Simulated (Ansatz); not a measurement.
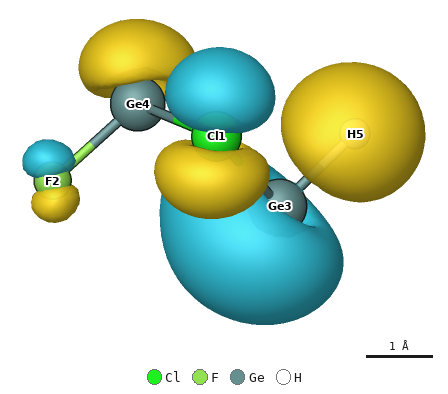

ClFGe$_{2}$H (doublet). One frontier orbital at ±0.1 Å⁻³ᐟ² (yellow and cyan are the two phases), seen from one side.

Geometry: B3LYP-D3(BJ)/def2-SVP.

Computed with Ansatz 0.2.0, isolated molecule in a Gaussian basis; Kohn-Sham density functional theory, functional PBE0.

```yaml
atoms:
  - { symbol: Cl, position_ang: [-1.2860, 1.2815, 0.3542] }
  - { symbol: F, position_ang: [-1.3429, -0.9879, -1.9430] }
  - { symbol: Ge, position_ang: [0.7113, -0.1206, 0.7336] }
  - { symbol: Ge, position_ang: [-0.2387, 0.3651, -1.7161] }
  - { symbol: H, position_ang: [1.6277, 1.1733, 0.9355] }
```

Question: Which orbital is it: HOMO (β) or LUMO (β)?

Answer: The HOMO (β), at −7.50 eV. It lies mainly on Ge3 (about 55 %), H5 (about 20 %), Cl1 (about 15 %) and Ge4 (about 10 %).
